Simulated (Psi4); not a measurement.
**Single-point calculation of GaNH₄**

GaNH₄ (GaH2(NH2)), computed with BP86/pcseg-1, RKS (Psi4 1.11).

The geometry comes from this level: GFN2-xTB.

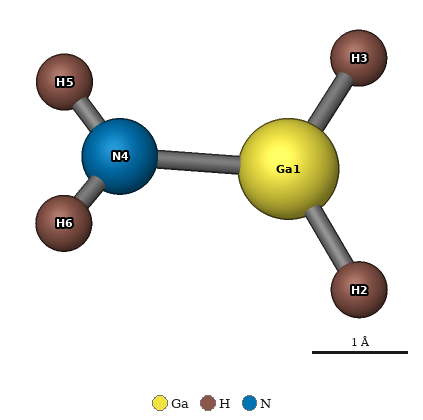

Figure 1. The input geometry (ball-and-stick view, seen at a tilt; atoms are numbered from 1 in the order of the input). Sticks mark near contacts. Bond lengths as drawn: Ga–H 1.55 Å, Ga–N 1.80 Å and H–N 1.01 Å.

Summary:

| quantity | value |
| --- | --- |
| outcome | converged |
| total energy | −1982.063568 hartree |
| basis functions | 61 |
| HOMO | −6.25 eV |
| LUMO | −1.51 eV |
| dipole moment | 1.48 D |
| hardware | 1 thread of Intel Xeon (Granite Rapids), 64 GiB of memory available, shared host |
| wall time | 5.4 s |
| peak memory | 0.76 GiB |

The input (job.py):
```python
import psi4

psi4.set_memory(1600000000)
psi4.set_num_threads(1)
psi4.set_output_file('output.dat', False)

mol = psi4.geometry("""
0 1
Ga     0.424050     0.733460     0.007650
H      1.890040     0.754090     0.501460
H     -0.291350     2.018260    -0.474150
N     -0.478200    -0.825800    -0.001250
H     -1.435720    -0.951110    -0.308080
H     -0.108820    -1.728900     0.274370
units angstrom
symmetry c1
""")

psi4.set_options({
    'basis': 'pcseg-1',
    'puream': True,
    'scf_type': 'pk',
    'dft_radial_points': 99,
    'dft_spherical_points': 590,
})

e, wfn = psi4.energy('bp86', molecule=mol, return_wfn=True)
print('E =', round(e, 9))
```

Run as:
```bash
python job.py
```

Log:
```
Psi4 1.11 release

   => Loading Basis Set <=

    Name: PCSEG-1
    Role: ORBITAL
    Keyword: BASIS

         ---------------------------------------------------------
                                   SCF
                              RKS Reference
                        1 Threads,   1525 MiB Core
         ---------------------------------------------------------

  ==> Geometry <==

    Molecular point group: c1
    Full point group: C1

    Geometry (in Angstrom), charge = 0, multiplicity = 1:

       Center              X                  Y                   Z               Mass
    ------------   -----------------  -----------------  -----------------  -----------------
         GA           0.164319011264     0.284017742345     0.001861970818    68.925573500000
         H            1.630309011264     0.304647742345     0.495671970818     1.007825032230
         H           -0.551080988736     1.568817742345    -0.479938029182     1.007825032230
         N           -0.737930988736    -1.275242257655    -0.007038029182    14.003074004430
         H           -1.695450988736    -1.400552257655    -0.313868029182     1.007825032230
         H           -0.368550988736    -2.178342257655     0.268581970818     1.007825032230

  Running in c1 symmetry.

  Rotational constants: A =      3.34074  B =      0.34560  C =      0.31321 [cm^-1]
  Rotational constants: A = 100152.93031  B =  10360.90765  C =   9389.66401 [MHz]
  Nuclear repulsion =  108.906552615978484

  Charge       = 0
  Multiplicity = 1
  Electrons    = 42
  Nalpha       = 21
  Nbeta        = 21

  ==> Algorithm <==

  SCF Algorithm Type is PK.
  DIIS enabled.
  MOM disabled.
  Fractional occupation disabled.
  Guess Type is SAD.
  Energy threshold   = 1.00e-06
  Density threshold  = 1.00e-06
  Integral threshold = 1.00e-12

  ==> Primary Basis <==

  Basis Set: PCSEG-1
    Blend: PCSEG-1
    Number of shells: 29
    Number of basis functions: 61
    Number of Cartesian functions: 64
    Spherical Harmonics?: true
    Max angular momentum: 2

  ==> DFT Potential <==

   => LibXC <=

    Version 7.1.2

   => Composite Functional: BP86 <=

    BP86 GGA Exchange-Correlation Functional

    Deriv               =              1
    GGA                 =           TRUE
    Meta                =          FALSE

    Exchange Hybrid     =          FALSE
    MP2 Hybrid          =          FALSE

   => Exchange Functionals <=

    1.0000     XC_GGA_X_B88

   => Correlation Functionals <=

    1.0000     XC_GGA_C_P86

   => LibXC Density Thresholds  <==

    XC_GGA_C_P86:  1.00E-15
    XC_GGA_X_B88:  1.00E-15

   => Molecular Quadrature <=

    Radial Scheme          =       TREUTLER
    Pruning Scheme         =           NONE
    Nuclear Scheme         =       TREUTLER

    Blocking Scheme        =         OCTREE
    BS radius alpha        =              1
    Pruning alpha          =              1
    Radial Points          =             99
    Spherical Points       =            590
    Total Points           =         334925
    Total Blocks           =           2427
    Max Points             =            256
    Max Functions          =             60
    Weights Tolerance      =       1.00E-15

  ==> Integral Setup <==

  Using in-core PK algorithm.
   Calculation information:
      Number of atoms:                   6
      Number of AO shells:              29
      Number of primitives:             65
      Number of atomic orbitals:        64
      Number of basis functions:        61

      Integral cutoff                 1.00e-12
      Number of threads:                 1

  Performing in-core PK
  Using 3577772 doubles for integral storage.
  We computed 92421 shell quartets total.
  Whereas there are 94830 unique shell quartets.

  ==> DiskJK: Disk-Based J/K Matrices <==

    J tasked:                  Yes
    K tasked:                   No
    wK tasked:                  No
    Memory [MiB]:              652
    Schwarz Cutoff:          1E-12

  Cached 100.0% of DFT collocation blocks in 0.481 [GiB].

  Minimum eigenvalue in the overlap matrix is 2.0214715387E-02.
  Reciprocal condition number of the overlap matrix is 4.3902031199E-03.
    Using symmetric orthogonalization.

  ==> Pre-Iterations <==

  SCF Guess: Superposition of Atomic Densities via on-the-fly atomic UHF (no occupation information).

   -------------------------
    Irrep   Nso     Nmo
   -------------------------
     A         61      61
   -------------------------
    Total      61      61
   -------------------------

  ==> Iterations <==

                        Total Energy        Delta E     RMS |[F,P]|

   @RKS iter SAD: -1978.45355978098382   -1.97845e+03   0.00000e+00
   @RKS iter   1: -1981.20347604276617   -2.74992e+00   1.96518e-02 ADIIS/DIIS
   @RKS iter   2: -1979.10052470606615    2.10295e+00   4.54100e-02 ADIIS/DIIS
   @RKS iter   3: -1982.02891732236162   -2.92839e+00   3.67149e-03 ADIIS/DIIS
   @RKS iter   4: -1982.03006523300246   -1.14791e-03   3.88809e-03 ADIIS/DIIS
   @RKS iter   5: -1982.06274671110896   -3.26815e-02   6.97701e-04 ADIIS/DIIS
   @RKS iter   6: -1982.06354313872203   -7.96428e-04   1.22797e-04 ADIIS/DIIS
   @RKS iter   7: -1982.06356712910383   -2.39904e-05   1.62343e-05 DIIS
   @RKS iter   8: -1982.06356777665724   -6.47553e-07   1.43818e-06 DIIS
   @RKS iter   9: -1982.06356778353052   -6.87328e-09   2.15582e-07 DIIS
  Energy and wave function converged.

  ==> Post-Iterations <==

   Electrons on quadrature grid:
      Ntotal   =   42.0000000507 ; deviation = 5.071e-08

    Orbital Energies [Eh]
    ---------------------

    Doubly Occupied:

       1A   -370.930017     2A    -45.276026     3A    -40.143954
       4A    -40.140147     5A    -40.139941     6A    -13.991846
       7A     -5.249213     8A     -3.600969     9A     -3.592011
      10A     -3.591299    11A     -0.780510    12A     -0.736330
      13A     -0.733735    14A     -0.732553    15A     -0.732164
      16A     -0.715843    17A     -0.431248    18A     -0.426831
      19A     -0.314166    20A     -0.264959    21A     -0.229528

    Virtual:

      22A     -0.055516    23A      0.000360    24A      0.040775
      25A      0.090005    26A      0.092100    27A      0.096891
      28A      0.147019    29A      0.216460    30A      0.222383
      31A      0.255448    32A      0.267623    33A      0.291074
      34A      0.337588    35A      0.366328    36A      0.454764
      37A      0.545261    38A      0.583356    39A      0.612636
      40A      0.678656    41A      0.734646    42A      0.780518
      43A      0.856857    44A      1.130182    45A      1.423560
      46A      1.689024    47A      1.854128    48A      1.857750
      49A      1.882029    50A      1.910573    51A      2.005621
      52A      2.068651    53A      2.109605    54A      2.136907
      55A      2.169193    56A      2.233425    57A      2.382182
      58A      2.471404    59A      2.719546    60A      3.109030
      61A      3.259326

    Final Occupation by Irrep:
              A
    DOCC [    21 ]
    NA   [    21 ]
    NB   [    21 ]

  @RKS Final Energy: -1982.06356778353052

   => Energetics <=

    Nuclear Repulsion Energy =            108.9065526159784838
    One-Electron Energy =               -2977.6092948661575974
    Two-Electron Energy =                 970.3337865349242293
    DFT Exchange-Correlation Energy =     -83.6946120682755321
    Empirical Dispersion Energy =           0.0000000000000000
    VV10 Nonlocal Energy =                  0.0000000000000000
    Total Energy =                      -1982.0635677835305160

Computation Completed

Properties will be evaluated at   0.000000,   0.000000,   0.000000 [a0]

Properties computed using the SCF density matrix

 Multipole Moments:

 ------------------------------------------------------------------------------------
     Multipole            Electronic (a.u.)      Nuclear  (a.u.)        Total (a.u.)
 ------------------------------------------------------------------------------------

 L = 1.  Multiply by 2.5417464519 to convert [e a0] to [Debye]
 Dipole X            :          1.7103651           -1.9963096           -0.2859444
 Dipole Y            :          2.9486198           -3.4536159           -0.5049961
 Dipole Z            :          0.0225694           -0.0398680           -0.0172986
 Magnitude           :                                                    0.5805898

 ------------------------------------------------------------------------------------

	total time  =          5 seconds =       0.08 minutes
```

Standard output:
```
E = -1982.063567784
```

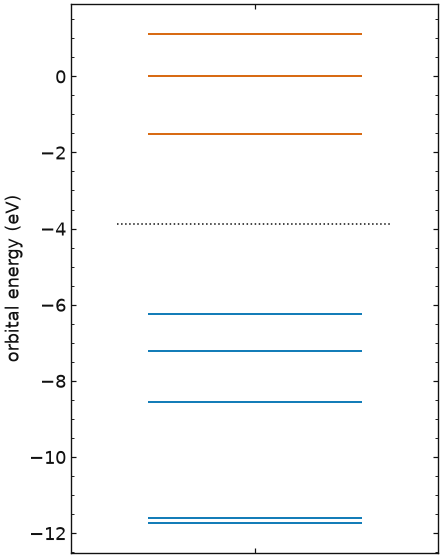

Figure 2. Orbital energies near the frontier; the dotted line parts filled from empty levels, and levels within 0.02 eV of each other stand side by side. Highest filled −6.25 eV, lowest empty −1.51 eV, 4.74 eV apart.
